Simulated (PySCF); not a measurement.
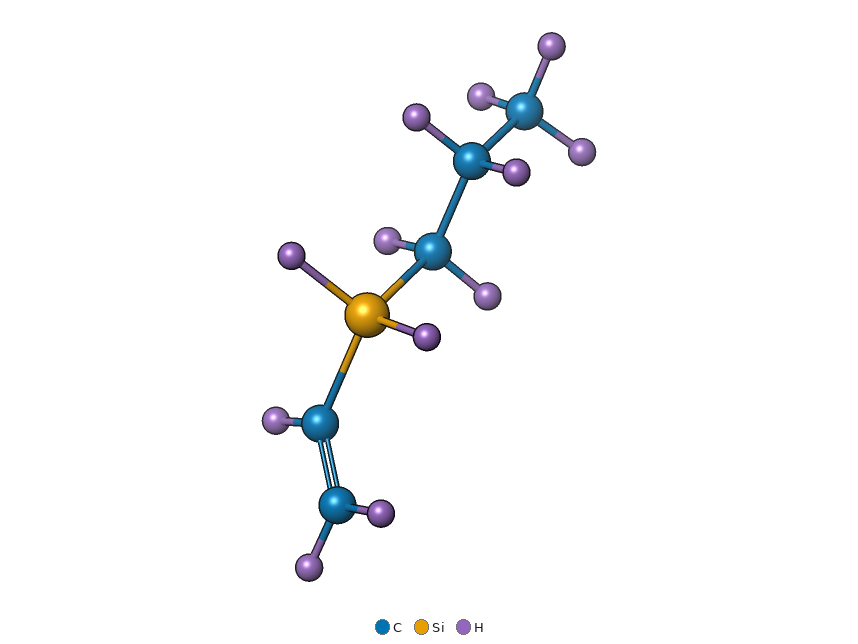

The computed structure is the end point of a PBE0-D3(BJ)/def2-SVP optimisation. No frequency run is at hand to confirm it as a minimum.

Give the structural formula.

SMILES: C=C[SiH2]CCC

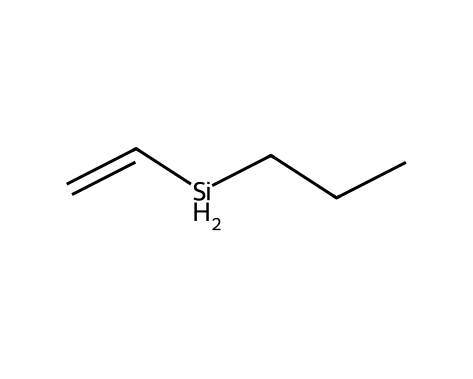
